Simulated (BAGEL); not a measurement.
# CH6AlFSi (SMILES C[SiH2][AlH][F]) at HF/3-21G (density fitting with qzvpp-jkfit)

What is the vertical singlet–triplet gap of CH6AlFSi at HF/3-21G (density fitting with qzvpp-jkfit)? 

The calculation is run with BAGEL 1.2.2.

1 further run of the same task is left out (set aside as unsound or not needed).

**1. The molecule**

CH6AlFSi has 10 atoms, charge 0, and is taken as a singlet. As SMILES, `C[SiH2][AlH][F]`. The shape is that of a PBE0-D4/def2-TZVP optimisation. This is one conformer, not always the lowest.

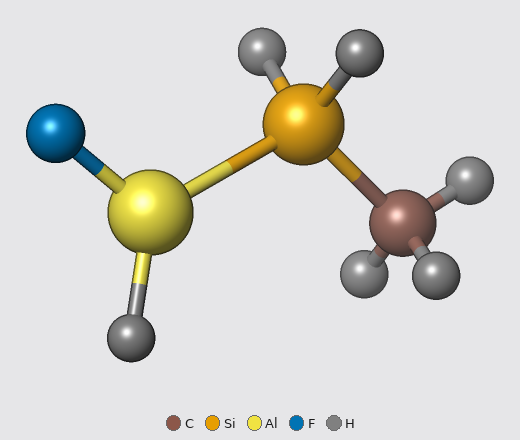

The structure, seen from a chosen angle (carbon brown, silicon amber, aluminium yellow, fluorine blue, hydrogen grey).

**2. The energy at HF/3-21G (density fitting with qzvpp-jkfit)**

The input, input.json:

```json
{ "bagel": [

{
  "title": "molecule",
  "basis": "3-21g",
  "df_basis": "qzvpp-jkfit",
  "angstrom": true,
  "geometry": [
    { "atom": "C", "xyz": [       0.209300,       1.522100,      -0.549700 ] },
    { "atom": "Si", "xyz": [      -0.487300,       0.185700,       0.578100 ] },
    { "atom": "Al", "xyz": [       0.320500,      -2.061900,       0.018500 ] },
    { "atom": "F", "xyz": [      -0.271300,      -3.324400,       0.910100 ] },
    { "atom": "H", "xyz": [      -0.171000,       2.504900,      -0.262800 ] },
    { "atom": "H", "xyz": [      -0.069900,       1.340800,      -1.589900 ] },
    { "atom": "H", "xyz": [       1.299800,       1.551100,      -0.495300 ] },
    { "atom": "H", "xyz": [      -1.978700,       0.198000,       0.509600 ] },
    { "atom": "H", "xyz": [      -0.129200,       0.490400,       1.995500 ] },
    { "atom": "H", "xyz": [       1.361100,      -2.457900,      -1.111000 ] }
  ]
},

{
  "title": "hf"
},

{
  "title": "print",
  "file": "orbitals.molden",
  "orbitals": true
}

]}
```

Launch:

```
$ BAGEL_NUM_THREADS=1 BAGEL input.json > input.out
```

The program printed:

```text
* using 1 threads per process

  ===============================================================
  ===============================================================

  *** Geometry ***

  { "atom" : "C", "xyz" : [      0.395520,      2.876352,     -1.038782 ] },
  { "atom" : "Si", "xyz" : [     -0.920864,      0.350922,      1.092451 ] },
  { "atom" : "Al", "xyz" : [      0.605657,     -3.896426,      0.034960 ] },
  { "atom" : "F", "xyz" : [     -0.512683,     -6.282206,      1.719840 ] },
  { "atom" : "H", "xyz" : [     -0.323143,      4.733575,     -0.496620 ] },
  { "atom" : "H", "xyz" : [     -0.132092,      2.533745,     -3.004476 ] },
  { "atom" : "H", "xyz" : [      2.456266,      2.931154,     -0.935981 ] },
  { "atom" : "H", "xyz" : [     -3.739201,      0.374166,      0.963004 ] },
  { "atom" : "H", "xyz" : [     -0.244153,      0.926722,      3.770948 ] },
  { "atom" : "H", "xyz" : [      2.572106,     -4.644758,     -2.099486 ] },

  Number of auxiliary basis functions:      516

  Since a DF basis is specified, we compute 2- and 3-index integrals:
    o Being stored without compression. Storage requirement is 0.013 GB

  Number of basis functions:       56
  Number of electrons      :       48

    * METHOD: MOLECULE                             0.22

  *** RHF ***

  === Nuclear Repulsion ===
   191.9412460763

      * DIIS with orbital gradients will be used.

  === RHF iteration (3-21g) ===
      0       -667.95512420          0.02278763           0.06
      1       -668.06022996          0.01330322           0.06
      2       -668.09919933          0.00141798           0.06
      3       -668.10019717          0.00037912           0.06
      4       -668.10025121          0.00007779           0.06
      5       -668.10025545          0.00001686           0.05
      6       -668.10025569          0.00000479           0.06
      7       -668.10025571          0.00000118           0.06
      8       -668.10025571          0.00000022           0.05
      9       -668.10025571          0.00000008           0.05
     10       -668.10025571          0.00000003           0.05
     11       -668.10025571          0.00000001           0.05
    * SCF iteration converged.

    * Permanent dipole moment:
           (   -0.316022,    -0.648179,     0.489707) a.u.

    * METHOD: HF                                   0.83

    * METHOD: PRINT                                0.01

  ===============================================================
```

Wall time 1.2 s (1 thread of Arm Neoverse V1, shared host); peak memory 0.093 GiB.

**3. The triplet at the same level**

The input, input.json:

```json
{ "bagel" : [

{
  "title" : "molecule",
  "basis" : "3-21g",
  "df_basis" : "qzvpp-jkfit",
  "angstrom" : true,
  "geometry" : [
    { "atom" : "C", "xyz" : [       0.209300,       1.522100,      -0.549700 ] },
    { "atom" : "Si", "xyz" : [      -0.487300,       0.185700,       0.578100 ] },
    { "atom" : "Al", "xyz" : [       0.320500,      -2.061900,       0.018500 ] },
    { "atom" : "F", "xyz" : [      -0.271300,      -3.324400,       0.910100 ] },
    { "atom" : "H", "xyz" : [      -0.171000,       2.504900,      -0.262800 ] },
    { "atom" : "H", "xyz" : [      -0.069900,       1.340800,      -1.589900 ] },
    { "atom" : "H", "xyz" : [       1.299800,       1.551100,      -0.495300 ] },
    { "atom" : "H", "xyz" : [      -1.978700,       0.198000,       0.509600 ] },
    { "atom" : "H", "xyz" : [      -0.129200,       0.490400,       1.995500 ] },
    { "atom" : "H", "xyz" : [       1.361100,      -2.457900,      -1.111000 ] }
  ]
},

{
  "title" : "uhf",
  "nopen" : 2
},

{
  "title" : "print",
  "file" : "orbitals.molden",
  "orbitals" : true
}

]}
```

Launch:

```
$ BAGEL_NUM_THREADS=1 BAGEL input.json > input.out
```

The program printed:

```text
* using 1 threads per process

  ===============================================================
  ===============================================================

  *** Geometry ***

  { "atom" : "C", "xyz" : [      0.395520,      2.876352,     -1.038782 ] },
  { "atom" : "Si", "xyz" : [     -0.920864,      0.350922,      1.092451 ] },
  { "atom" : "Al", "xyz" : [      0.605657,     -3.896426,      0.034960 ] },
  { "atom" : "F", "xyz" : [     -0.512683,     -6.282206,      1.719840 ] },
  { "atom" : "H", "xyz" : [     -0.323143,      4.733575,     -0.496620 ] },
  { "atom" : "H", "xyz" : [     -0.132092,      2.533745,     -3.004476 ] },
  { "atom" : "H", "xyz" : [      2.456266,      2.931154,     -0.935981 ] },
  { "atom" : "H", "xyz" : [     -3.739201,      0.374166,      0.963004 ] },
  { "atom" : "H", "xyz" : [     -0.244153,      0.926722,      3.770948 ] },
  { "atom" : "H", "xyz" : [      2.572106,     -4.644758,     -2.099486 ] },

  Number of auxiliary basis functions:      516

  Since a DF basis is specified, we compute 2- and 3-index integrals:
    o Being stored without compression. Storage requirement is 0.013 GB

  Number of basis functions:       56
  Number of electrons      :       48

    * METHOD: MOLECULE                             0.22

  *** Open-shell HF ***

  === Nuclear Repulsion ===
   191.9412460763

      * DIIS with orbital gradients will be used.

  === UHF iteration (3-21g) ===
      0       -667.76605010          0.04546131           0.12
      1       -667.88589489          0.02738956           0.11
      2       -667.91685957          0.01649680           0.11
      3       -667.93218120          0.00124366           0.11
      4       -667.93274594          0.00059423           0.11
      5       -667.93289242          0.00036720           0.11
      6       -667.93303496          0.00020858           0.11
      7       -667.93312240          0.00011896           0.11
      8       -667.93316681          0.00005207           0.11
      9       -667.93317680          0.00001822           0.11
     10       -667.93317755          0.00000916           0.11
     11       -667.93317778          0.00000424           0.11
     12       -667.93317783          0.00000199           0.11
     13       -667.93317784          0.00000096           0.11
     14       -667.93317784          0.00000051           0.11
     15       -667.93317784          0.00000031           0.11
     16       -667.93317784          0.00000020           0.11
     17       -667.93317784          0.00000014           0.11
     18       -667.93317784          0.00000010           0.11
     19       -667.93317784          0.00000008           0.11
     20       -667.93317784          0.00000005           0.11
     21       -667.93317784          0.00000003           0.11
     22       -667.93317784          0.00000001           0.11
     23       -667.93317784          0.00000001           0.11
    * SCF iteration converged.

    * S^2 (UHF) is 2.0040

    * Permanent dipole moment:
           (    0.085787,    -2.281199,     0.283403) a.u.

    * METHOD: UHF                                  2.87

    * METHOD: PRINT                                0.01

  ===============================================================
```

Run time: 3.3 s. Hardware: 1 thread of Arm Neoverse V1, shared host; peak memory 0.093 GiB.

**4. Summary of results**

At HF/3-21G (density fitting with qzvpp-jkfit):

| quantity | value |
| --- | --- |
| singlet: total energy | -668.10026 Eh |
| singlet: dipole moment | 2.22 D |
| singlet: HOMO energy | -10.09 eV |
| singlet: LUMO energy | 1.18 eV |
| singlet: HOMO–LUMO gap | 11.27 eV |
| triplet: total energy | -667.93318 Eh |
| triplet: dipole moment | 5.85 D |
| triplet: ⟨S²⟩ | 2.004 |
| vertical energy of the triplet above the singlet | 4.546 eV |

What this shows: At this shape the triplet lies 4.55 eV (105 kcal/mol) above the singlet.
